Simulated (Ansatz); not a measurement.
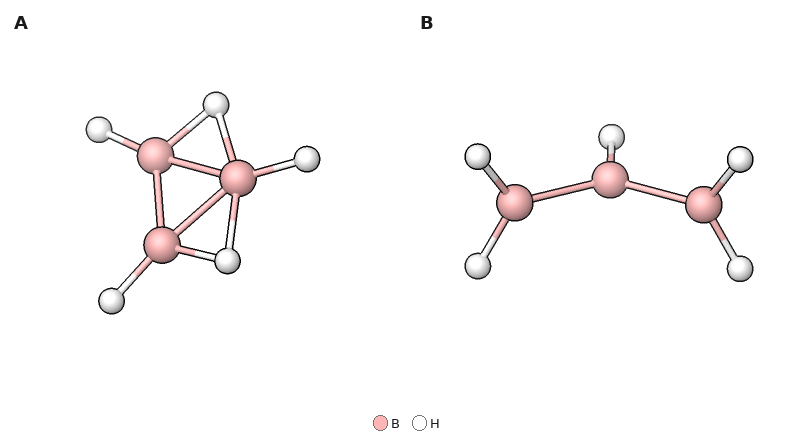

2 stationary structures of one formula. Geometries: PBE0-D4/def2-TZVP. Electronic energies: r2SCAN-D4/def2-TZVPP (Ansatz 0.2.0), without zero-point energy. No frequency run is at hand to confirm each as a minimum. Each is one conformer, not always the lowest.

Question: Rank them by energy, lowest first.

Answer: A is lowest (C2v); B lies 1.177 eV above it (C2v).
